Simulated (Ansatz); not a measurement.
**NPSi₂ (SMILES [Si]=N[Si]#P): density, localisation and related maps**

```yaml
atoms:
  - { symbol: N, position_ang: [0.0000, 0.0000, -0.9286] }
  - { symbol: P, position_ang: [0.0000, 0.0000, 2.7023] }
  - { symbol: Si, position_ang: [0.0000, 0.0000, -2.5174] }
  - { symbol: Si, position_ang: [0.0000, 0.0000, 0.7437] }
```

Geometry: PBE0-D3(BJ)/def2-SVP.

All numbers below come from Ansatz 0.2.0, isolated molecule in a Gaussian basis; Kohn-Sham density functional theory, functional PBE0.

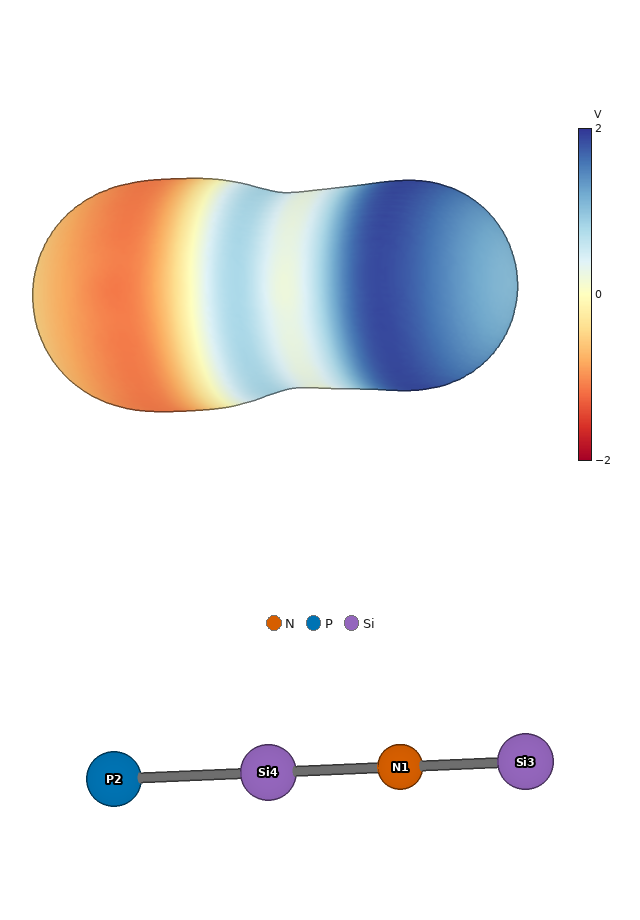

Figure 1. The molecular electrostatic potential painted on the density surface at 0.002 e/bohr³, seen at a tilt; red is negative and blue positive. The bare structure is drawn below in the same view.

Describe the electrostatic potential map.

Answer. The most negative region (about −1.1 V, or −25 kcal/mol for a unit charge) lies over P2 and Si4, the most positive (about +1.9 V, or +44 kcal/mol for a unit charge) over Si3.

What dipole moment does the calculation give?

Answer. Its dipole moment is 5.84 D.

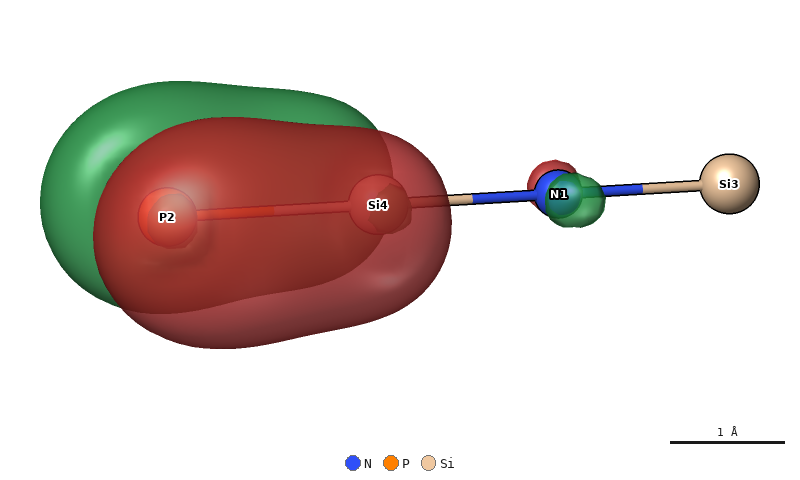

Figure 2. The HOMO at ±0.15 Å⁻³ᐟ² (green and red are the two phases), seen from one side.

What is the character of this orbital?

Answer. It lies mainly on P2 (about 60 %) and Si4 (about 35 %); π-bonding across P2–Si4. It is one of a degenerate set, so its orientation is arbitrary. Its energy is −6.22 eV.

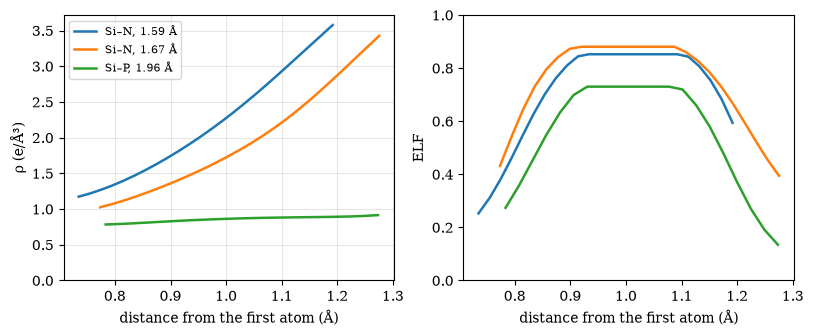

Figure 3. Total electron density and electron localisation function along straight lines between neighbouring atoms. The curves leave out the atomic cores.

Compare the contacts.

Answer. Si–N (1.59 Å): ρ is about 1.3 e/Å³ halfway; the ELF peaks at about 0.85 between the atoms; a short, strongly polar bond.
Si–N (1.67 Å): ρ at the midpoint is about 1.2 e/Å³; the ELF peaks at about 0.90 between the atoms, as expected for a polar covalent bond.
Si–P (1.96 Å): ρ is about 0.86 e/Å³ halfway; the ELF peaks at about 0.75 between the atoms.

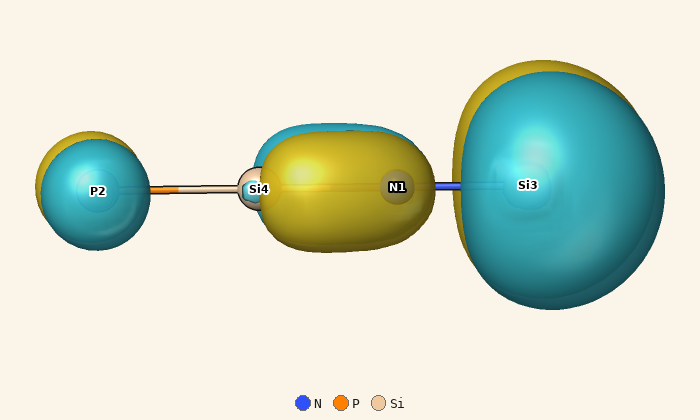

Figure 4. The LUMO at ±0.1 Å⁻³ᐟ² (yellow and cyan are the two phases), seen from one side.

Where does this orbital lie, and at what energy?

Answer. It lies mainly on Si3 (about 75 %), N1 (about 10 %), P2 (about 10 %) and Si4 (about 10 %). It is one of a degenerate set, so its orientation is arbitrary. Its energy is −2.85 eV.
